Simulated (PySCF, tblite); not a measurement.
# C5H7F3O: a rotation path, then NMR shifts on frames, part 2 of 2

tblite 0.8.0 and PySCF 2.14.0. Atoms count from 0.

## 5. Shielding tensors: image 4, PBE0/pcSseg-1

Job settings and geometry (Å):

```
{"job": {"kind": "nmr", "xc": "PBE0", "basis": "pcSseg-1", "pop": false}, "charge": 0, "multiplicity": 1}
C     -1.809600     1.200200    -0.671500
C     -1.220600     0.791700     0.434200
C     -0.080000    -0.195700     0.443900
C     -0.559700    -1.634700     0.277800
F      0.568800    -0.096000     1.655600
O      0.835500     0.113300    -0.604100
C      2.131700     0.360200    -0.334100
F      2.385600     1.693300    -0.340300
F      2.877500    -0.150700    -1.332000
H     -1.485000     0.856100    -1.638500
H     -2.624900     1.901400    -0.647500
H     -1.516400     1.134100     1.414800
H      0.287900    -2.313600     0.334100
H     -1.039100    -1.734200    -0.690300
H     -1.268400    -1.872900     1.066000
H      2.509000    -0.043200     0.620300
```

Level: GIAO PBE0/pcSseg-1 NMR shielding, non-relativistic, gas phase.

Log:

```text
coarse grid: 14120 points
cycle   1  E = -568.5657423944  dE =  1.335e+00  |g| = 1.014e+00  |ddm| = 3.416e+00
cycle   2  E = -568.4278662219  dE =  1.379e-01  |g| = 1.405e+00  |ddm| = 1.242e+00
cycle   3  E = -568.7412807075  dE = -3.134e-01  |g| = 8.658e-02  |ddm| = 7.474e-01
cycle   4  E = -568.7423287017  dE = -1.048e-03  |g| = 5.331e-02  |ddm| = 9.757e-02
cycle   5  E = -568.7429714752  dE = -6.428e-04  |g| = 1.442e-02  |ddm| = 4.473e-02
cycle   6  E = -568.7430175970  dE = -4.612e-05  |g| = 2.883e-03  |ddm| = 1.113e-02
cycle   7  E = -568.7430194627  dE = -1.866e-06  |g| = 6.019e-04  |ddm| = 2.439e-03
final grid: 139664 points
cycle   8  E = -568.8285194115  dE = -5.460e-05  |g| = 1.101e-02  |ddm| = 2.644e-02
cycle   9  E = -568.8285044285  dE =  1.498e-05  |g| = 1.468e-02  |ddm| = 1.572e-02
cycle  10  E = -568.8285426911  dE = -3.826e-05  |g| = 1.144e-03  |ddm| = 8.835e-03
cycle  11  E = -568.8285429430  dE = -2.519e-07  |g| = 3.272e-04  |ddm| = 9.890e-04
cycle  12  E = -568.8285429597  dE = -1.679e-08  |g| = 1.523e-04  |ddm| = 2.919e-04
cycle  13  E = -568.8285429640  dE = -4.294e-09  |g| = 2.558e-05  |ddm| = 1.135e-04
cycle  14  E = -568.8285429642  dE = -1.239e-10  |g| = 1.134e-05  |ddm| = 2.623e-05
converged SCF energy = -568.8285429642

GIAO shielding tensors (ppm)
atom      isotropic    diamagn.    paramagn.     s11        s22        s33       span
  0 C       58.931     254.928    -195.997    -60.298     62.074    175.018    235.317
  1 C       37.513     257.485    -219.972    -77.882     56.486    133.934    211.817
  2 C       67.233     240.374    -173.140     48.790     64.246     88.664     39.874
  3 C      153.674     248.953     -95.279    135.435    144.101    181.486     46.050
  4 F      315.735     476.681    -160.947    249.249    338.685    359.271    110.022
  5 O      171.387     404.783    -233.396    135.243    153.967    224.950     89.707
  6 C       67.201     236.401    -169.199     45.438     71.658     84.508     39.069
  7 F      258.682     472.005    -213.324    164.918    266.498    344.629    179.710
  8 F      277.033     469.585    -192.552    168.092    314.535    348.471    180.379
  9 H       25.701      32.064      -6.364     21.242     25.101     30.759      9.516
 10 H       25.873      28.460      -2.587     23.211     25.377     29.032      5.821
 11 H       25.056      31.478      -6.422     22.910     24.358     27.902      4.992
 12 H       29.893      30.032      -0.139     26.449     28.210     35.020      8.571
 13 H       30.055      30.419      -0.364     26.674     28.755     34.735      8.061
 14 H       29.945      29.675       0.270     26.516     27.793     35.526      9.010
 15 H       24.834      28.329      -3.495     21.419     25.999     27.083      5.664
```

It took 24 s on 1 thread of Arm Neoverse V1, shared host; peak memory 0.86 GiB.

In short: δ C1 149.4, C0 128.0, C6 119.7, C2 119.7, H15 6.88, H11 6.66 ppm.

## 6. Nuclear shieldings: image 6, PBE0/pcSseg-1

Job settings and geometry (Å):

```
{"job": {"kind": "nmr", "xc": "PBE0", "basis": "pcSseg-1", "pop": false}, "charge": 0, "multiplicity": 1}
C     -1.956600     1.140900    -0.697400
C     -1.370400     0.808900     0.434700
C     -0.093900     0.009800     0.501600
C     -0.340900    -1.477500     0.262200
F      0.451200     0.148300     1.768400
O      0.819400     0.576500    -0.412700
C      2.116400     0.202100    -0.335800
F      2.896200     1.278900    -0.121500
F      2.520500    -0.306200    -1.522600
H     -1.537500     0.869200    -1.650900
H     -2.869700     1.709700    -0.708900
H     -1.765400     1.087500     1.400100
H      0.584000    -2.044400     0.342500
H     -0.763700    -1.613700    -0.728300
H     -1.041700    -1.840200     1.009700
H      2.344700    -0.540700     0.447600
```

Method: GIAO PBE0/pcSseg-1 NMR shielding, non-relativistic, gas phase.

Log:

```text
coarse grid: 14120 points
cycle   1  E = -568.5690122597  dE =  1.343e+00  |g| = 1.017e+00  |ddm| = 3.414e+00
cycle   2  E = -568.4269285495  dE =  1.421e-01  |g| = 1.418e+00  |ddm| = 1.305e+00
cycle   3  E = -568.7455935574  dE = -3.187e-01  |g| = 8.581e-02  |ddm| = 7.893e-01
cycle   4  E = -568.7466384920  dE = -1.045e-03  |g| = 5.172e-02  |ddm| = 9.587e-02
cycle   5  E = -568.7472254567  dE = -5.870e-04  |g| = 1.460e-02  |ddm| = 4.382e-02
cycle   6  E = -568.7472720294  dE = -4.657e-05  |g| = 2.980e-03  |ddm| = 1.123e-02
cycle   7  E = -568.7472740349  dE = -2.005e-06  |g| = 6.349e-04  |ddm| = 2.543e-03
final grid: 139664 points
cycle   8  E = -568.8314107798  dE = -5.567e-05  |g| = 1.101e-02  |ddm| = 3.305e-02
cycle   9  E = -568.8313952268  dE =  1.555e-05  |g| = 1.481e-02  |ddm| = 1.648e-02
cycle  10  E = -568.8314340919  dE = -3.887e-05  |g| = 1.100e-03  |ddm| = 9.125e-03
cycle  11  E = -568.8314343260  dE = -2.342e-07  |g| = 3.023e-04  |ddm| = 9.648e-04
cycle  12  E = -568.8314343403  dE = -1.423e-08  |g| = 1.502e-04  |ddm| = 2.823e-04
cycle  13  E = -568.8314343446  dE = -4.335e-09  |g| = 2.658e-05  |ddm| = 1.149e-04
cycle  14  E = -568.8314343448  dE = -1.448e-10  |g| = 1.062e-05  |ddm| = 2.631e-05
converged SCF energy = -568.8314343448

GIAO shielding tensors (ppm)
atom      isotropic    diamagn.    paramagn.     s11        s22        s33       span
  0 C       59.153     254.957    -195.804    -59.360     62.728    174.091    233.451
  1 C       38.449     256.847    -218.398    -76.850     58.003    134.193    211.044
  2 C       68.244     241.771    -173.527     51.851     60.404     92.478     40.627
  3 C      156.791     250.432     -93.641    137.934    150.845    181.593     43.658
  4 F      302.170     477.145    -174.975    200.152    339.009    367.349    167.197
  5 O      162.322     403.441    -241.118    119.889    145.894    221.184    101.295
  6 C       65.487     238.574    -173.088     43.412     70.916     82.133     38.721
  7 F      268.611     469.501    -200.890    167.495    295.579    342.757    175.262
  8 F      270.301     471.316    -201.015    171.585    293.678    345.641    174.056
  9 H       25.810      32.083      -6.273     21.543     24.977     30.909      9.366
 10 H       25.891      28.147      -2.257     23.335     25.270     29.067      5.732
 11 H       25.126      31.066      -5.940     23.316     24.101     27.962      4.646
 12 H       29.919      30.902      -0.983     26.182     28.915     34.661      8.479
 13 H       30.227      31.137      -0.910     26.952     28.547     35.181      8.229
 14 H       29.933      30.158      -0.225     26.423     27.834     35.542      9.120
 15 H       24.897      28.500      -3.603     22.215     25.723     26.755      4.540
```

It took 24 s on 1 thread of Arm Neoverse V1, shared host; peak memory 0.86 GiB.

Key values: δ C1 148.5, C0 127.8, C6 121.4, C2 118.7, H15 6.82, H11 6.59 ppm.

## 7. Shielding tensors: image 8, PBE0/pcSseg-1

Job settings and geometry (Å):

```
{"job": {"kind": "nmr", "xc": "PBE0", "basis": "pcSseg-1", "pop": false}, "charge": 0, "multiplicity": 1}
C     -1.862900     1.367100    -0.640300
C     -1.453700     0.682200     0.408300
C     -0.127100    -0.025200     0.490600
C     -0.277500    -1.526100     0.258000
F      0.381800     0.154200     1.774600
O      0.770400     0.587800    -0.402300
C      2.069400     0.215000    -0.339600
F      2.810100     1.202600    -0.856300
F      2.317400    -0.873800    -1.118200
H     -1.243700     1.477800    -1.512800
H     -2.826700     1.844800    -0.653500
H     -2.051600     0.567800     1.300300
H      0.661300    -2.040000     0.452000
H     -0.573500    -1.695500    -0.773200
H     -1.040300    -1.917600     0.925500
H      2.438900    -0.012200     0.675600
```

Level: GIAO PBE0/pcSseg-1 NMR shielding, non-relativistic, gas phase.

Log:

```text
coarse grid: 14120 points
cycle   1  E = -568.5735506952  dE =  1.342e+00  |g| = 1.013e+00  |ddm| = 3.420e+00
cycle   2  E = -568.4306176159  dE =  1.429e-01  |g| = 1.417e+00  |ddm| = 1.299e+00
cycle   3  E = -568.7487324996  dE = -3.181e-01  |g| = 8.879e-02  |ddm| = 7.873e-01
cycle   4  E = -568.7498923769  dE = -1.160e-03  |g| = 5.151e-02  |ddm| = 9.662e-02
cycle   5  E = -568.7504687784  dE = -5.764e-04  |g| = 1.445e-02  |ddm| = 4.374e-02
cycle   6  E = -568.7505144384  dE = -4.566e-05  |g| = 3.007e-03  |ddm| = 1.120e-02
cycle   7  E = -568.7505164404  dE = -2.002e-06  |g| = 7.686e-04  |ddm| = 2.559e-03
final grid: 139664 points
cycle   8  E = -568.8353713062  dE = -5.862e-05  |g| = 1.086e-02  |ddm| = 3.084e-02
cycle   9  E = -568.8353567723  dE =  1.453e-05  |g| = 1.452e-02  |ddm| = 1.608e-02
cycle  10  E = -568.8353940474  dE = -3.728e-05  |g| = 1.128e-03  |ddm| = 8.961e-03
cycle  11  E = -568.8353942860  dE = -2.386e-07  |g| = 3.214e-04  |ddm| = 9.872e-04
cycle  12  E = -568.8353943028  dE = -1.685e-08  |g| = 1.556e-04  |ddm| = 2.889e-04
cycle  13  E = -568.8353943080  dE = -5.193e-09  |g| = 2.717e-05  |ddm| = 1.266e-04
cycle  14  E = -568.8353943082  dE = -1.544e-10  |g| = 9.840e-06  |ddm| = 2.644e-05
converged SCF energy = -568.8353943082

GIAO shielding tensors (ppm)
atom      isotropic    diamagn.    paramagn.     s11        s22        s33       span
  0 C       61.145     254.489    -193.344    -55.018     62.483    175.969    230.987
  1 C       41.456     257.893    -216.437    -73.793     61.316    136.847    210.640
  2 C       69.456     241.552    -172.096     52.534     60.864     94.969     42.435
  3 C      156.406     251.177     -94.771    138.043    150.786    180.389     42.346
  4 F      306.393     477.060    -170.667    218.669    339.072    361.439    142.770
  5 O      169.365     403.289    -233.923    127.124    158.736    222.236     95.112
  6 C       65.195     236.612    -171.416     44.265     69.970     81.350     37.084
  7 F      279.292     469.140    -189.848    178.911    314.097    344.868    165.958
  8 F      262.521     473.391    -210.870    175.813    265.855    345.894    170.080
  9 H       25.645      31.990      -6.345     21.999     24.152     30.785      8.786
 10 H       25.987      28.095      -2.108     23.525     25.218     29.219      5.694
 11 H       25.380      31.088      -5.708     23.733     24.359     28.048      4.315
 12 H       29.743      30.812      -1.069     25.681     29.295     34.252      8.570
 13 H       30.215      31.099      -0.884     27.273     28.204     35.169      7.896
 14 H       29.965      30.492      -0.528     26.201     28.110     35.582      9.381
 15 H       24.770      27.952      -3.182     21.422     25.558     27.331      5.910
```

Wall time 23 s (1 thread of Arm Neoverse V1, shared host); peak memory 0.86 GiB.

In short: δ C1 145.5, C0 125.8, C6 121.7, C2 117.5, H15 6.95, H11 6.34 ppm.

## 8. Run by run: NMR shifts

Shifts (ppm) of some atoms, chosen among heavy atoms and hydrogens apart, with basis size and wall time:

```
  frame     C0   H11   H10      F7      F8      F4     O5  functions  time
image 0  133.0  6.43  6.00   -89.7  -104.4  -133.0  177.2        188  25 s
image 2  129.1  6.60  5.86   -89.3  -109.5  -145.3  171.7        188  24 s
image 4  128.0  6.66  5.84   -87.7  -106.1  -144.8  164.7        188  24 s
image 6  127.8  6.59  5.83   -97.7   -99.4  -131.2  173.8        188  24 s
image 8  125.8  6.34  5.73  -108.3   -91.6  -135.4  166.7        188  23 s
```

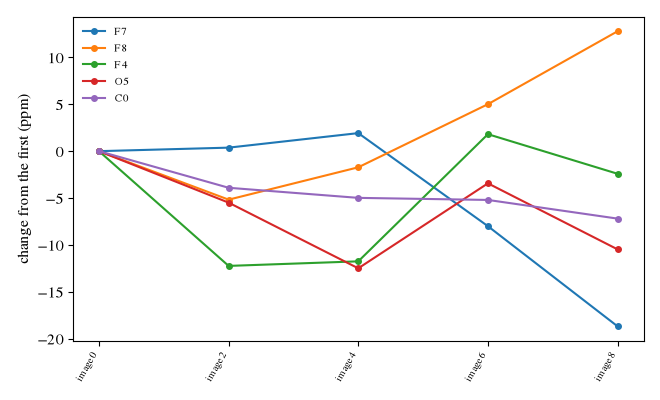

How five of the tabulated atoms move from run to run.

## 9. What came out

This closing draws on all 2 parts.

| quantity | value |
| --- | --- |
| barrier | 0.137 eV (3.2 kcal/mol) at image 4 |
| end to end (GFN2-xTB) | 0.026 eV |
| 13C shifts against TMS (PBE0/pcSseg-1, image 0) | 145.4, 133.0, 122.4, 119.2, 31.9 ppm |
| 1H shifts against TMS (PBE0/pcSseg-1, image 0) | 6.70, 6.43, 6.03, 6.00, 2.00, 1.72, 1.54 ppm |
| 19F shifts against CFCl3 (PBE0/pcSseg-1, image 0) | -89.7, -104.4, -133.0 ppm |
| 17O shifts against H2O (PBE0/pcSseg-1, image 0) | 177.2 ppm |
| range of the shift of F7 | -108.3 to -87.7 ppm |

**Reading.** Along the band the dihedral turns by 113°, and the top (dihedral 4°) lies 3.2 kcal/mol above the start (GFN2-xTB, rough), so at room temperature this motion is fast. Ends this close can change order at a higher level. The top was not checked by a frequency run. Shifts at one fixed geometry are not the observed spectrum, which averages over the motion. In the first frame run (image 0): The largest span, 241 ppm, is at C0, where the paramagnetic term is -201 ppm. In ppm, F7 moves most: its shift spreads over 20.6 ppm, from -108.3 (image 8) to -87.7 (image 4).
